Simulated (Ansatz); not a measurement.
# SiH₃+ (triplet): one geometry, many settings at scale of all distances = 1.760

What do other methods and options give for SiH₃+ (triplet) at this geometry, and how long do they take?

Computed with Ansatz 0.2.0, Gaussian basis. Level: the settings change from run to run.

13 further runs of the same task are left out: 10 that didn't finish, 3 set aside as unsound or not needed.

### 1 What is computed

The geometry derives from a PBE0/def2-TZVP stationary point (not a proven minimum). All distances are scaled together.

4 atoms, charge 1, spin multiplicity 3.

Atoms are counted from 1 here; the program's logs count them from 0.

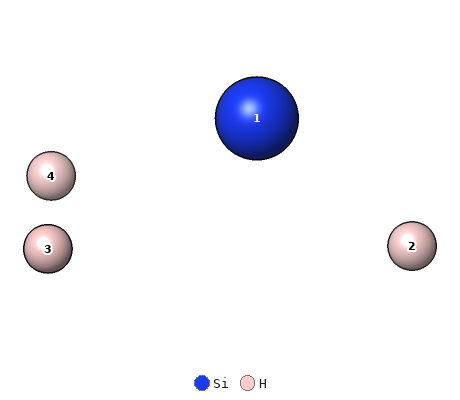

The structure; silicon blue, hydrogen pink; atoms are numbered from 1 in the order of the file.

### 2 CASCI(6,5)/6-31G

Contents of in.yaml:

```yaml
crystal:
  periodic: [false, false, false]
  atoms:
    - {symbol: Si, position_ang: [0.000000, 0.119064, -0.138532]}
    - {symbol: H, position_ang: [0.000000, -2.156874, -1.449261]}
    - {symbol: H, position_ang: [0.773205, -0.580381, 2.654683]}
    - {symbol: H, position_ang: [-0.773205, -0.580381, 2.654683]}
basis:
  gaussian: {orbitals: 6-31G, point_charges: [{charge: 1.00, position_ang: [4.225, 0.589, 0.436]}]}
total_charge: 1
magnetization: {spin_polarized: false, initial_magnetization: 2}
correlation: {active_space: {window: {electrons: 6, orbitals: 5}, fixed_orbitals: true, states: [{multiplicity: 3, weights: [0.5, 1, 0.5]}, {multiplicity: 5, weights: [1]}], root: 0}}
output: {forces: true}
```

Run with:

```bash
$ ansatz run in.yaml --threads 1 --pin off --events-out ev --progress --plain --max-ram 2393MiB
```

The log of the run:

```text
Functional definition: HF
  name "HF"
  cite "Fock, Z. Phys. 61, 126 (1930) doi:10.1007/BF01340294"
  parent pbe
  exchange = exact_x
  correlation = 0
391 factors; integrals over basis functions are off by at most 2.0e-7 eV
mean field evaluation 1: about -7888.1792 eV, gradient 6.0e0 eV
mean field evaluation 2: about -7888.1793 eV, gradient 6.0e0 eV
mean field evaluation 4: about -7889.5321 eV, gradient 8.6e-1 eV
mean field evaluation 8: about -7889.5386 eV, gradient 1.9e-3 eV
mean field evaluation 16: about -7889.2190 eV, gradient 1.1e0 eV
mean field evaluation 32: about -7884.8661 eV, gradient 3.1e0 eV
mean field -7889.53862071 eV, -289.9351965897 hartree, gradient 2.5e-6 eV, S^2 2.000000; 10 other end points of the search recorded, 0 dependent functions left out
reference -7889.53862071 eV, -289.9351965897 hartree; 9, 7 occupied and 10, 12 virtual orbitals, 391 factors
state -7889.78150749 eV, -289.9441225143 hartree
state -7888.88347892 eV, -289.9111205729 hartree
state -7885.69613112 eV, -289.7939877017 hartree
state -7885.55651520 eV, -289.7888569113 hartree
the calculation of the forces begins
Total energy: -7889.78150749 eV, -289.9441225143 hartree
Atom 0 at     0.000000     0.119064    -0.138532 Å, force    -0.458566    -0.134541     0.205430 eV/Å
Atom 1 at     0.000000    -2.156874    -1.449261 Å, force    -0.001261     0.020125     0.037375 eV/Å
Atom 2 at     0.773205    -0.580381     2.654683 Å, force    -4.431024     0.037892    -0.220338 eV/Å
Atom 3 at    -0.773205    -0.580381     2.654683 Å, force     4.325220     0.001987    -0.059298 eV/Å
Dipole moment:    -0.229033    -0.007176    -0.009892 e Å
```

It took 0.51 s on 1 thread of Arm Neoverse N1, shared host.

From the report: 100 determinants; active occupations (of the averaged states) 1.99, 1.52, 0.97, 0.84, 0.68.

### 3 CISD/cc-pVTZ-DK

Contents of in.yaml:

```yaml
crystal:
  periodic: [false, false, false]
  atoms:
    - {symbol: Si, position_ang: [0.000000, 0.119064, -0.138532]}
    - {symbol: H, position_ang: [0.000000, -2.156874, -1.449261]}
    - {symbol: H, position_ang: [0.773205, -0.580381, 2.654683]}
    - {symbol: H, position_ang: [-0.773205, -0.580381, 2.654683]}
basis:
  gaussian: {orbitals: cc-pVTZ-DK}
total_charge: 1
magnetization: {spin_polarized: false, initial_magnetization: 2}
correlation: {active_space: {ras: {orbitals: [2, 2, 67], electrons: 6, max_holes: 2, max_particles: 2}, fixed_orbitals: true}}
```

Launched as before.

The log of the run:

```text
Functional definition: HF
  name "HF"
  cite "Fock, Z. Phys. 61, 126 (1930) doi:10.1007/BF01340294"
  parent pbe
  exchange = exact_x
  correlation = 0
415 factors; integrals over basis functions are off by at most 1.2e-3 eV
mean field evaluation 1: about -7908.3783 eV, gradient 7.2e0 eV
mean field evaluation 2: about -7908.3785 eV, gradient 7.2e0 eV
mean field evaluation 4: about -7910.0237 eV, gradient 1.2e0 eV
mean field evaluation 8: about -7910.0419 eV, gradient 8.4e-4 eV
mean field evaluation 16: about -7905.6484 eV, gradient 3.3e0 eV
mean field evaluation 32: about -7909.6025 eV, gradient 3.2e-1 eV
mean field evaluation 64: about -7910.0398 eV, gradient 1.7e-1 eV
mean field evaluation 96: about -7909.6121 eV, gradient 9.6e-5 eV
mean field -7910.04188544 eV, -290.6886776709 hartree, gradient 1.4e-6 eV, S^2 2.000000; 11 other end points of the search recorded, 0 dependent functions left out
reference -7910.04188544 eV, -290.6886776709 hartree; 9, 7 occupied and 67, 69 virtual orbitals, 415 factors
state -7913.30977973 eV, -290.8087705709 hartree
Total energy: -7913.30977973 eV, -290.8087705709 hartree
Relativity: scalar
```

Wall time 8.5 s (1 thread of Arm Neoverse N1, shared host).

From the report: 88,928 determinants.

### 4 CASSCF(6,6)/def2-SVP

Edit in.yaml of step 3 so:

```diff
@@ -8,5 +8,6 @@
 basis:
-  gaussian: {orbitals: cc-pVTZ-DK}
+  gaussian: {orbitals: def2-SVP, fitting: {mean_field: def2-universal-jkfit}}
 total_charge: 1
 magnetization: {spin_polarized: false, initial_magnetization: 2}
-correlation: {active_space: {ras: {orbitals: [2, 2, 67], electrons: 6, max_holes: 2, max_particles: 2}, fixed_orbitals: true}}
+correlation: {active_space: {window: {electrons: 6, orbitals: 6}, states: [{multiplicity: 3, weights: [1, 1]}], root: 0}}
+output: {forces: true}
```

Same command.

The log of the run, cut to the lines that bear on the results:

```text
Functional definition: HF
  name "HF"
  cite "Fock, Z. Phys. 61, 126 (1930) doi:10.1007/BF01340294"
  parent pbe
[...]
182 factors; integrals over basis functions are off by at most 5.8e-1 eV
[...]
mean field -7890.64707851 eV, -289.9759316624 hartree, gradient 1.4e-6 eV, S^2 2.000000; 11 other end points of the search recorded, 0 dependent functions left out
reference -7890.64707851 eV, -289.9759316624 hartree; 9, 7 occupied and 24, 26 virtual orbitals, 182 factors
state -7892.39345315 eV, -290.0401097469 hartree
state -7892.10035709 eV, -290.0293386655 hartree
[...]
Total energy: -7892.39345315 eV, -290.0401097469 hartree
Atom 0 at     0.000000     0.119064    -0.138532 Å, force    -0.000000    -0.133190     0.121696 eV/Å
Atom 1 at     0.000000    -2.156874    -1.449261 Å, force    -0.000000     0.093331     0.060969 eV/Å
Atom 2 at     0.773205    -0.580381     2.654683 Å, force    -2.954177     0.019929    -0.091332 eV/Å
Atom 3 at    -0.773205    -0.580381     2.654683 Å, force     2.954177     0.019929    -0.091332 eV/Å
Dipole moment:     0.000000     0.039984    -0.139571 e Å
```

It took 2 s on 1 thread of Arm Neoverse N1, shared host.

From the report: 400 determinants; active occupations (of the averaged states) 1.96, 1.80, 1.00, 0.52, 0.52, 0.20.

### 5 CCSD(T) on ROHF/cc-pVDZ

Contents of in.yaml:

```yaml
crystal:
  periodic: [false, false, false]
  atoms:
    - {symbol: Si, position_ang: [0.000000, 0.119064, -0.138532]}
    - {symbol: H, position_ang: [0.000000, -2.156874, -1.449261]}
    - {symbol: H, position_ang: [0.773205, -0.580381, 2.654683]}
    - {symbol: H, position_ang: [-0.773205, -0.580381, 2.654683]}
basis:
  gaussian: {orbitals: cc-pVDZ}
total_charge: 1
magnetization: {spin_polarized: false, initial_magnetization: 2}
correlation: {method: ccsd_t, electrons: outside_noble_gas}
accuracy: high
```

Same command.

The log of the run, cut to the lines that bear on the results:

```text
Functional definition: HF
  name "HF"
  cite "Fock, Z. Phys. 61, 126 (1930) doi:10.1007/BF01340294"
  parent pbe
[...]
632 factors; integrals over basis functions are off by at most 3.5e-9 eV
[...]
mean field -7893.30741352 eV, -290.0736971710 hartree, gradient 2.0e-8 eV, S^2 2.000000; 13 other end points of the search recorded, 0 dependent functions left out
[...]
determinant -7893.30741352 eV, -290.0736971710 hartree, with singles and doubles -7896.51270504 eV, -290.1914894616 hartree
determinant -7892.89875218 eV, -290.0586791435 hartree, with singles and doubles -7896.19109998 eV, -290.1796706936 hartree
determinant -7892.62149886 eV, -290.0484902720 hartree, with singles and doubles -7895.88782947 eV, -290.1685257082 hartree
determinant -7891.15050611 eV, -289.9944322858 hartree, with singles and doubles -7894.35564224 eV, -290.1122188658 hartree
[...]
determinant -7892.89875218 eV, -290.0586791435 hartree, with singles and doubles -7896.19892169 eV, -290.1799581362 hartree
determinant -7893.12944687 eV, -290.0671570173 hartree, with singles and doubles -7896.50625746 eV, -290.1912525174 hartree
determinant -7893.12944687 eV, -290.0671570173 hartree, with singles and doubles -7896.51386559 eV, -290.1915321110 hartree
unrestricted determinant -7893.90848304 eV, -290.0957860683 hartree, S^2 2.5854
5 core orbitals not correlated: weight in the atoms' cores, before any rotation towards them, 1.000 or more for the frozen orbitals, at most 0.000 for the correlated occupied ones
reference -7893.30741352 eV, -290.0736971710 hartree; 4, 2 occupied and 24, 26 virtual orbitals, 632 factors
second order -2.04644510 eV of doubles, -0.06891044 eV of singles
cycle   1  -3.20506710 eV  change    3.2e-6 eV  update   4.8e-6
[...]
cycle  19  -3.20506243 eV  change  -3.1e-12 eV  update  1.8e-10
perturbative correction -0.03814755 eV, -0.0014018968 hartree
Total energy: -7896.55062351 eV, -290.1928829397 hartree
```

Wall time 6 s (1 thread of Arm Neoverse N1, shared host).

From the report: correlation -3.2432 eV; T1 0.027; largest double amplitude 0.23.

### 6 BCCD on UHF/cc-pVDZ

Edit in.yaml of step 5 so:

```diff
@@ -10,4 +10,5 @@
 total_charge: 1
-magnetization: {spin_polarized: false, initial_magnetization: 2}
-correlation: {method: ccsd_t, electrons: outside_noble_gas}
-accuracy: high
+magnetization: {spin_polarized: true, initial_magnetization: 2}
+hamiltonian: {pseudopotentials: {relativity: none}}
+correlation: {method: bccd, electrons: all}
+scf: {lower_state_search: light}
```

The command is unchanged.

The log of the run, cut to the lines that bear on the results:

```text
Functional definition: HF
  name "HF"
  cite "Fock, Z. Phys. 61, 126 (1930) doi:10.1007/BF01340294"
  parent pbe
[...]
317 factors; integrals over basis functions are off by at most 1.1e-3 eV
[...]
mean field -7893.90843866 eV, -290.0957844376 hartree, gradient 2.0e-6 eV, S^2 2.585400; 27 other end points of the search recorded, 0 dependent functions left out
determinant -7893.90843866 eV, -290.0957844376 hartree, with singles and doubles -7896.59660543 eV, -290.1945727443 hartree
determinant -7893.63483831 eV, -290.0857298099 hartree, with singles and doubles -7896.25208534 eV, -290.1819118644 hartree
determinant -7893.28654934 eV, -290.0729304263 hartree, with singles and doubles -7895.95284807 eV, -290.1709150975 hartree
determinant -7893.01869225 eV, -290.0630868600 hartree, with singles and doubles -7896.33581061 eV, -290.1849887112 hartree
[...]
determinant -7891.59689073 eV, -290.0108366179 hartree, with singles and doubles -7895.09461105 eV, -290.1393754687 hartree
determinant -7891.19126277 eV, -289.9959300652 hartree, with singles and doubles -7894.48434812 eV, -290.1169487197 hartree
determinant -7893.90843866 eV, -290.0957844376 hartree, with singles and doubles -7896.64899700 eV, -290.1964980989 hartree
determinant -7893.63483831 eV, -290.0857298099 hartree, with singles and doubles -7896.34560275 eV, -290.1853485658 hartree
determinant -7893.01869225 eV, -290.0630868600 hartree, with singles and doubles -7896.34523368 eV, -290.1853350027 hartree
reference -7893.90843866 eV, -290.0957844376 hartree; 9, 7 occupied and 24, 26 virtual orbitals, 317 factors
second order -1.43320237 eV of doubles, -0.00000000 eV of singles
cycle   1  -3.07185957 eV  change   -3.3e-1 eV  update   8.4e-2
[...]
cycle  23  -2.75041859 eV  change    1.9e-6 eV  update   5.8e-6
Total energy: -7896.65885725 eV, -290.1968604564 hartree
```

Wall time 14 s (1 thread of Arm Neoverse N1, shared host).

From the report: ⟨S²⟩ of the determinant 2.585 (pure triplet: 2.00); correlation -2.7504 eV; largest double amplitude 0.23. The determinant is far from a pure spin state, so its energy mixes those of several spin states (harmless only where they are near-degenerate, as at dissociation).

### 7 CISDT/cc-pVDZ

Edit in.yaml of step 6 so:

```diff
@@ -10,5 +10,4 @@
 total_charge: 1
-magnetization: {spin_polarized: true, initial_magnetization: 2}
-hamiltonian: {pseudopotentials: {relativity: none}}
-correlation: {method: bccd, electrons: all}
-scf: {lower_state_search: light}
+magnetization: {spin_polarized: false, initial_magnetization: 2}
+correlation: {active_space: {ras: {orbitals: [2, 2, 24], electrons: 6, max_holes: 3, max_particles: 3}, fixed_orbitals: true}}
+output: {forces: true}
```

Launched as before.

The log of the run, cut to the lines that bear on the results:

```text
Functional definition: HF
  name "HF"
  cite "Fock, Z. Phys. 61, 126 (1930) doi:10.1007/BF01340294"
  parent pbe
[...]
317 factors; integrals over basis functions are off by at most 1.1e-3 eV
[...]
mean field -7893.30738955 eV, -290.0736962900 hartree, gradient 1.7e-6 eV, S^2 2.000000; 11 other end points of the search recorded, 0 dependent functions left out
reference -7893.30738955 eV, -290.0736962900 hartree; 9, 7 occupied and 24, 26 virtual orbitals, 317 factors
state -7896.39688296 eV, -290.1872330788 hartree
[...]
Total energy: -7896.39688296 eV, -290.1872330788 hartree
Atom 0 at     0.000000     0.119064    -0.138532 Å, force     0.000000    -0.331585     0.258493 eV/Å
Atom 1 at     0.000000    -2.156874    -1.449261 Å, force     0.000000     0.237994     0.146735 eV/Å
Atom 2 at     0.773205    -0.580381     2.654683 Å, force    -3.487387     0.046796    -0.202614 eV/Å
Atom 3 at    -0.773205    -0.580381     2.654683 Å, force     3.487387     0.046796    -0.202614 eV/Å
Dipole moment:    -0.000000     0.004789    -0.088993 e Å
```

It took 4.4 s on 1 thread of Arm Neoverse N1, shared host.

From the report: 168,876 determinants.

### 8 BCCD on UHF/cc-pVDZ

Edit in.yaml of step 7 so:

```diff
@@ -10,4 +10,3 @@
 total_charge: 1
-magnetization: {spin_polarized: false, initial_magnetization: 2}
-correlation: {active_space: {ras: {orbitals: [2, 2, 24], electrons: 6, max_holes: 3, max_particles: 3}, fixed_orbitals: true}}
-output: {forces: true}
+magnetization: {spin_polarized: true, initial_magnetization: 2}
+correlation: {method: bccd, electrons: valence, diis_vectors: 1}
```

Launched as before.

The log of the run, cut to the lines that bear on the results:

```text
Functional definition: HF
  name "HF"
  cite "Fock, Z. Phys. 61, 126 (1930) doi:10.1007/BF01340294"
  parent pbe
[...]
317 factors; integrals over basis functions are off by at most 1.1e-3 eV
[...]
mean field -7893.90843866 eV, -290.0957844376 hartree, gradient 2.0e-6 eV, S^2 2.585400; 27 other end points of the search recorded, 0 dependent functions left out
determinant -7893.90843866 eV, -290.0957844376 hartree, with singles and doubles -7896.45386876 eV, -290.1893272684 hartree
determinant -7893.63483831 eV, -290.0857298099 hartree, with singles and doubles -7896.09429751 eV, -290.1761132684 hartree
determinant -7893.28654934 eV, -290.0729304263 hartree, with singles and doubles -7895.80891998 eV, -290.1656258378 hartree
determinant -7893.01869225 eV, -290.0630868600 hartree, with singles and doubles -7896.19254722 eV, -290.1797238790 hartree
[...]
determinant -7891.19126277 eV, -289.9959300652 hartree, with singles and doubles -7894.34324577 eV, -290.1117633041 hartree
determinant -7893.90843866 eV, -290.0957844376 hartree, with singles and doubles -7896.50541042 eV, -290.1912213893 hartree
determinant -7893.63483831 eV, -290.0857298099 hartree, with singles and doubles -7896.20221044 eV, -290.1800789954 hartree
determinant -7893.01869225 eV, -290.0630868600 hartree, with singles and doubles -7896.20180588 eV, -290.1800641283 hartree
5 core orbitals not correlated: weight in the atoms' cores, before any rotation towards them, 1.000 or more for the frozen orbitals, at most 0.000 for the correlated occupied ones
reference -7893.90843866 eV, -290.0957844376 hartree; 4, 2 occupied and 24, 26 virtual orbitals, 317 factors
second order -1.28133385 eV of doubles, -0.00000000 eV of singles
cycle   1  -2.92857839 eV  change   -3.3e-1 eV  update   8.4e-2
[...]
cycle  93  -2.60672922 eV  change   -1.2e-6 eV  update   6.9e-6
Total energy: -7896.51516789 eV, -290.1915799697 hartree
```

Run time: 7.5 s. Hardware: 1 thread of Arm Neoverse N1, shared host.

From the report: ⟨S²⟩ of the determinant 2.585 (pure triplet: 2.00); correlation -2.6067 eV; largest double amplitude 0.23. The determinant is far from a pure spin state, so its energy mixes those of several spin states (harmless only where they are near-degenerate, as at dissociation).

### 9 BCCD(T) on UHF/STO-3G

Edit in.yaml of step 8 so:

```diff
@@ -8,5 +8,7 @@
 basis:
-  gaussian: {orbitals: cc-pVDZ}
+  gaussian: {orbitals: STO-3G}
 total_charge: 1
 magnetization: {spin_polarized: true, initial_magnetization: 2}
-correlation: {method: bccd, electrons: valence, diis_vectors: 1}
+hamiltonian: {pseudopotentials: {relativity: none}}
+correlation: {method: bccd_t, electrons: all, diis_vectors: 12}
+output: {forces: true}
```

Launched as before.

The log of the run, cut to the lines that bear on the results:

```text
Functional definition: HF
  name "HF"
  cite "Fock, Z. Phys. 61, 126 (1930) doi:10.1007/BF01340294"
  parent pbe
[...]
126 factors; integrals over basis functions are off by at most 3.7e-5 eV
[...]
mean field -7803.01470387 eV, -286.7555012939 hartree, gradient 1.3e-6 eV, S^2 2.720982; 27 other end points of the search recorded, 0 dependent functions left out
determinant -7803.01470387 eV, -286.7555012939 hartree, with singles and doubles -7804.65301245 eV, -286.8157080237 hartree
determinant -7802.87602091 eV, -286.7504047891 hartree, with singles and doubles -7804.50390067 eV, -286.8102282668 hartree
determinant -7802.61412069 eV, -286.7407801337 hartree, with singles and doubles -7804.35184499 eV, -286.8046403238 hartree
determinant -7801.44902173 eV, -286.6979635364 hartree, with singles and doubles -7802.26349538 eV, -286.7278948911 hartree
[...]
determinant -7801.18782179 eV, -286.6883646159 hartree, with singles and doubles -7804.43035770 eV, -286.8075256125 hartree
reference -7803.01470387 eV, -286.7555012939 hartree; 9, 7 occupied and 3, 5 virtual orbitals, 126 factors
second order -0.53391499 eV of doubles, -0.00000000 eV of singles
cycle   1  -2.77278344 eV  change   -9.7e-1 eV  update   1.3e-1
[...]
cycle  38  -1.81136301 eV  change    6.3e-8 eV  update   5.2e-8
perturbative correction -0.00395881 eV, -0.0001454837 hartree
[...]
Total energy: -7804.83002569 eV, -286.8222131405 hartree
Atom 0 at     0.000000     0.119064    -0.138532 Å, force    -0.000000    -0.199508     0.075377 eV/Å
Atom 1 at     0.000000    -2.156874    -1.449261 Å, force     0.000000     0.158772     0.093272 eV/Å
Atom 2 at     0.773205    -0.580381     2.654683 Å, force    -4.037742     0.020368    -0.084324 eV/Å
Atom 3 at    -0.773205    -0.580381     2.654683 Å, force     4.037743     0.020368    -0.084324 eV/Å
Dipole moment:     0.000000     0.144802    -0.214336 e Å
```

It took 3.3 s on 1 thread of Arm Neoverse N1, shared host.

From the report: ⟨S²⟩ of the determinant 2.721 (pure triplet: 2.00); correlation -1.8153 eV; largest double amplitude 0.38. The determinant is far from a pure spin state, so its energy mixes those of several spin states (harmless only where they are near-degenerate, as at dissociation).

### 10 NEVPT2(4,4)/cc-pVDZ

Contents of in.yaml:

```yaml
crystal:
  periodic: [false, false, false]
  atoms:
    - {symbol: Si, position_ang: [0.000000, 0.119064, -0.138532]}
    - {symbol: H, position_ang: [0.000000, -2.156874, -1.449261]}
    - {symbol: H, position_ang: [0.773205, -0.580381, 2.654683]}
    - {symbol: H, position_ang: [-0.773205, -0.580381, 2.654683]}
basis:
  gaussian: {orbitals: cc-pVDZ}
total_charge: 1
magnetization: {spin_polarized: false, initial_magnetization: 2}
correlation: {method: sc_nevpt2, electrons: all, active_space: {window: {electrons: 4, orbitals: 4}}}
```

The command is unchanged.

The log of the run, cut to the lines that bear on the results:

```text
Functional definition: HF
  name "HF"
  cite "Fock, Z. Phys. 61, 126 (1930) doi:10.1007/BF01340294"
  parent pbe
[...]
317 factors; integrals over basis functions are off by at most 1.1e-3 eV
[...]
mean field -7893.30738955 eV, -290.0736962900 hartree, gradient 1.7e-6 eV, S^2 2.000000; 11 other end points of the search recorded, 0 dependent functions left out
reference -7893.30738955 eV, -290.0736962900 hartree; 9, 7 occupied and 24, 26 virtual orbitals, 317 factors
state -7894.71602472 eV, -290.1254626779 hartree
state -7894.71602472 eV, -290.1254626779 hartree; corrected -7896.11487785 eV, -290.1768695823 hartree
Total energy: -7896.11487785 eV, -290.1768695823 hartree
```

Wall time 1.1 s (1 thread of Arm Neoverse N1, shared host).

From the report: 16 determinants; active occupations 1.81, 1.00, 1.00, 0.19.

### 11 All runs side by side

Where basis and cores are those of an earlier FCI/cc-pVDZ run (-7896.5661 eV), and the state is the same kind, the miss against it is given.

```csv
level,correlated,functions,energy (eV),from FCI (meV),time
"CASCI(6,5)/6-31G (lowest root of an average, beside a point charge)",,19,-7889.7815,,0.51 s
CISD/cc-pVTZ-DK,outside noble gas,76,-7913.3098,,8.5 s
"CASSCF(6,6)/def2-SVP (lowest root of an average)",,33,-7892.3935,,2 s
CCSD(T) on ROHF/cc-pVDZ,outside noble gas,33,-7896.5506,15.4,6 s
BCCD on UHF/cc-pVDZ,all,33,-7896.6589,,14 s
CISDT/cc-pVDZ,outside noble gas,33,-7896.3969,169.2,4.4 s
BCCD on UHF/cc-pVDZ,valence,33,-7896.5152,50.9,7.5 s
BCCD(T) on UHF/STO-3G,all,12,-7804.8300,,3.3 s
"NEVPT2(4,4)/cc-pVDZ",all,33,-7896.1149,,1.1 s
```

### 12 Results

| quantity | value |
| --- | --- |
| runs | 9 |
| quickest | CASCI(6,5)/6-31G (lowest root of an average, beside a point charge), 0.51 s |
| slowest | BCCD on UHF/cc-pVDZ, 14 s |

In words: Total energies in different bases, with other cores or another treatment of relativity can't be set against each other. BCCD on UHF/cc-pVDZ took 27 times as long as CASCI(6,5)/6-31G (lowest root of an average, beside a point charge); the jobs differ in more than the method. Among the correlated runs with a miss given, it spans +15 to +169 meV.
